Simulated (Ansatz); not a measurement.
# Calculations on CH7AlClN

## 1. Relaxation

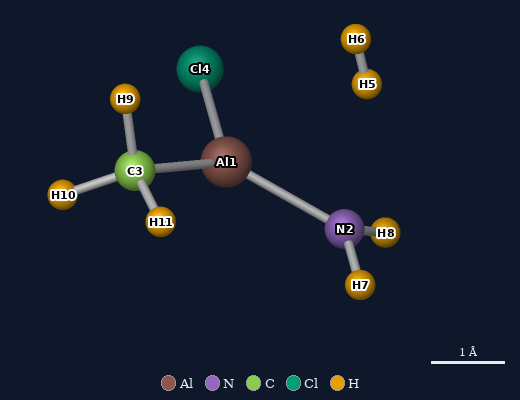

Starting structure of CH7AlClN. The picture is a ball-and-stick view, seen at a tilt.

The run prepares an end point of a later path (reaction) calculation, from a guessed geometry.

Theory: Ansatz, RKS PBE/6-31G*.

Input file:
```yaml
crystal:
  periodic: [false, false, false]
  atoms:
    - { symbol: Al, position_ang: [-0.127788, 0.709196, 0.079323] }
    - { symbol: "N", position_ang: [1.623658, 0.341896, 0.623083] }
    - { symbol: C, position_ang: [-0.991425, -0.154604, -1.445367] }
    - { symbol: Cl, position_ang: [-1.168308, 2.105021, 1.310493] }
    - { symbol: H, position_ang: [0.194295, -1.2195, 1.590057] }
    - { symbol: H, position_ang: [-0.40223, -1.54744, 1.755054] }
    - { symbol: H, position_ang: [2.287261, -0.158224, 0.032643] }
    - { symbol: H, position_ang: [2.105476, 0.914194, 1.315675] }
    - { symbol: H, position_ang: [-1.873373, -0.732934, -1.118826] }
    - { symbol: H, position_ang: [-1.344304, 0.588217, -2.181047] }
    - { symbol: H, position_ang: [-0.303263, -0.845721, -1.961087] }
basis:
  gaussian: { orbitals: "6-31G*" }
hamiltonian:
  xc: pbe
relax:
  f_tol: 0.03
  max_steps: 50
```

Launched with:
```bash
ansatz run input.yaml --threads 2 --pin off --max-ram 3072MiB --backend cpu --events-out ev --progress --plain --runs-dir out
```

Question: What does the optimiser find from here?

Answer: The energy falls by 22.4 kJ/mol in 20 accepted moves (22 points after the start). Largest force component: 2.1 eV/Å at the start, 0.0091 eV/Å at the end. The line search rejected the trial steps at points 3, 10 of the run. The atom that moves furthest after the best rigid fit is H6 (1.64 Å). By element the largest moves are H 1.64 Å, Cl 0.69 Å, C 0.36 Å, N 0.35 Å, Al 0.33 Å. Among the contacts that change: Al1–N2 1.870 → 1.787 Å, H5–H6 0.700 → 0.753 Å. Bond angles that change, for instance: Al1–N2–H8 122.0° → 124.5°, Al1–N2–H7 122.5° → 124.7°. Cost: 57 s on 2 threads of Intel(R) Xeon(R) Platinum 8259CL CPU @ 2.50GHz (Skylake/Cascade Lake), on a shared host, peak memory 0.17 GiB.

The structure at the end:

```xyz
11

Al   -0.2519    0.9176   -0.1506
N     1.2748    0.3660    0.5956
C    -1.0786    0.0781   -1.7127
Cl   -1.1712    2.5858    0.8135
H     0.7252   -1.7426    2.2371
H     0.6948   -2.3579    2.6708
H     1.8547   -0.3930    0.2388
H     1.7169    0.8097    1.4003
H    -2.0865   -0.2994   -1.4675
H    -1.1975    0.8048   -2.5350
H    -0.4808   -0.7689   -2.0903
```

The end point in the same view:

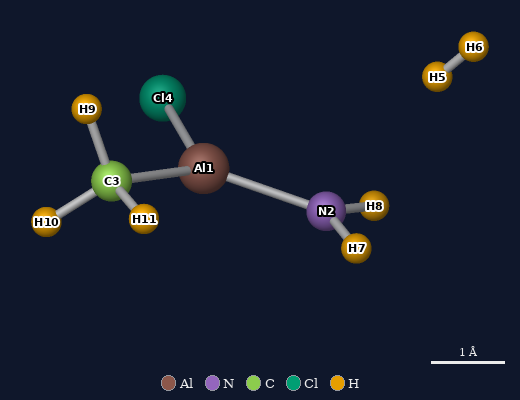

Limits of the set-up: the start holds two separate molecules, 2.3 Å apart at their closest, whose relative position is a soft coordinate and is computed without a dispersion correction.

## 2. Relaxation

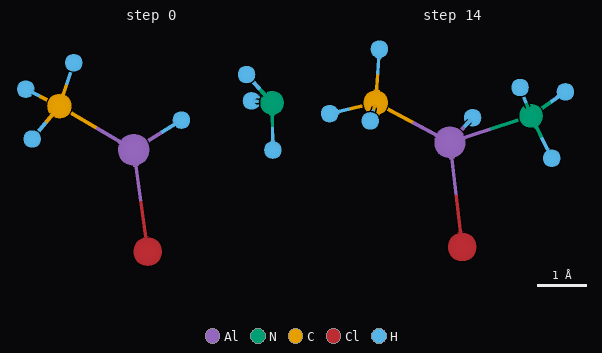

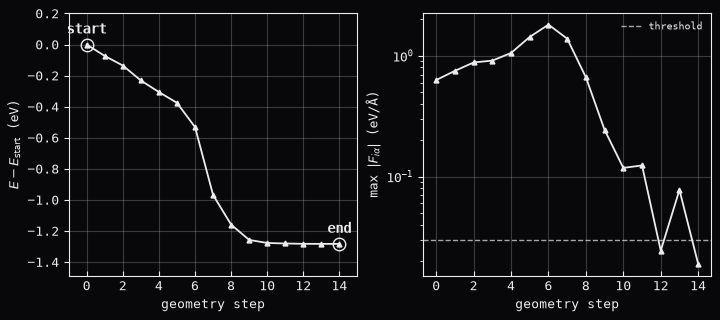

First and last geometry of a relaxation of CH₇AlClN, with the history of the run. Style: ball-and-stick. Shown from a free direction.

The run prepares an end point of a later path (reaction) calculation, from a guessed geometry.

All numbers below come from RKS PBE/6-31G* (Ansatz). Settings: no spin polarisation; force threshold 0.03 eV/Å; at most 50 steps.

Question: Did the run converge, and what did it change?

Answer: It converged. The atom that moves furthest after the best rigid fit is an H atom (0.94 Å). Largest moves by element: H 0.94 Å, N 0.91 Å, Al 0.36 Å, C 0.33 Å, Cl 0.31 Å. Near-neighbour distances that change, for instance: Al–N 3.212 → 2.093 Å, Al–H 1.545 → 1.610 Å, Al–Cl 2.140 → 2.190 Å, Al–C 1.963 → 1.975 Å. New bonds form, among them: Al–N (3.21 → 2.09 Å). Among the angles between lasting bonds that change: C–Al–H 126.8° → 122.0°, C–Al–Cl 119.3° → 115.5°, H–N–H 110.4° → 108.0°. Groups turn about Al–C by about 25°. After 14 geometry steps the energy has fallen by 1.283 eV. The largest force component goes from 0.63 to 0.019 eV/Å. The forces were under the threshold at step 12, but the run went on from there.

## 3. Path

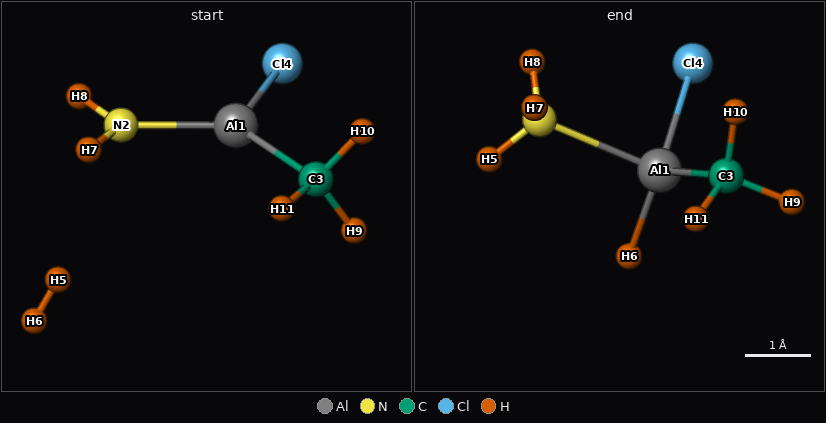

The two relaxed end points of a path for CH₇AlClN, made up at the start of CH$_{5}$AlClN and H$_{2}$. A ball-and-stick model, seen at a tilt.

The calculation used Ansatz 0.2.0, RKS PBE/6-31G*.

Run with 7 movable images; climbing image; force threshold 0.05 eV/Å; iteration limit 60.

Start:
```xyz
11

Al   -0.2139    0.9264   -0.1552
N     1.2784    0.3174    0.6154
C    -1.0476    0.1173   -1.7296
Cl   -1.0833    2.6301    0.7931
H     0.6221   -1.7664    2.2495
H     0.5611   -2.3795    2.6831
H     1.8342   -0.4638    0.2684
H     1.7245    0.7447    1.4267
H    -2.0731   -0.2207   -1.5001
H    -1.1254    0.8470   -2.5541
H    -0.4771   -0.7525   -2.0971
```

End:
```xyz
11

Al   -0.6737    0.0158    0.5488
N     1.4038   -0.0590    0.7885
C    -0.9482   -0.1484   -1.4003
Cl   -0.8971    2.0355    1.3665
H     1.6931   -0.8065    1.4310
H    -1.1244   -1.1402    1.5753
H     1.9188   -0.1797   -0.0926
H     1.6903    0.8392    1.2017
H    -2.0259   -0.1210   -1.6461
H    -0.4748    0.6704   -1.9729
H    -0.5617   -1.1061   -1.7999
```

### Predict the minimum-energy path and its barrier.

The highest point, image 5, lies 16.9 kcal/mol above the start and 30.8 kcal/mol above the end; the end is at −13.9 kcal/mol relative to the start. Breaking: H5–H6 (0.75 → 1.00 at the top → 2.84 Å). Forming: Al1–H6 (4.43 → 1.84 at the top → 1.61 Å), N2–H5 (2.73 → 1.45 at the top → 1.03 Å). The band converged in 13 iterations. The largest component of the band force went from 3.5 to 0.031 eV/Å. The climbing image converged on the top of the path. Its vibrational analysis gives one imaginary mode (1111i cm⁻¹), as a transition state must have.

Energies of the converged images:

| image | path (Å) | E (kcal/mol) |
| --- | --- | --- |
| 0 | 0.00 | 0.0 |
| 1 | 0.80 | 0.1 |
| 2 | 1.59 | 0.3 |
| 3 | 2.39 | 0.7 |
| 4 | 3.18 | 3.9 |
| 5 | 3.98 | 16.9 |
| 6 | 4.66 | -5.8 |
| 7 | 5.35 | -13.0 |
| 8 | 6.03 | -13.9 |

The geometry at the top of the path:

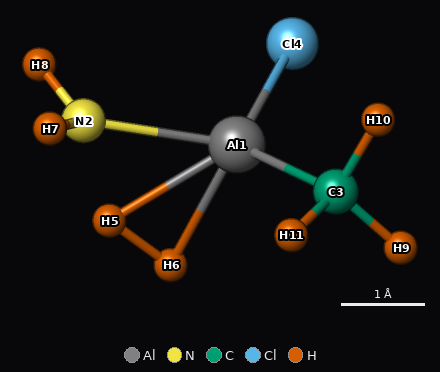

Limits of the set-up: the start holds two separate molecules, 2.7 Å apart at their closest, whose relative position is a soft coordinate and is computed without a dispersion correction.
